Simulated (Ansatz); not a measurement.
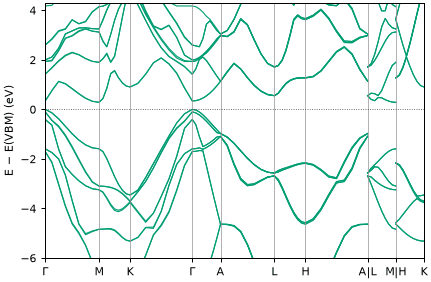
Figure: Band structure from the program Ansatz at the PBEsol with spin–orbit coupling level (PAW)

Question: Read off the gap and where the band edges lie.

Answer: About 0.3 eV (0.28 eV by a search for the band edges); maximum at Γ, minimum at M.

The material is SiGe (wurtzite, P6_3mc).

The workflow started from a Materials Project entry (that database holds measured and hypothetical structures alike); the Crystallography Open Database copy checked does not list it. Its standing as an ambient phase is unchecked. Symmetry was held in the PBEsol relaxation; of distortions, only those at the zone centre were tested.

Potentials: the later of the program's two PAW sets.
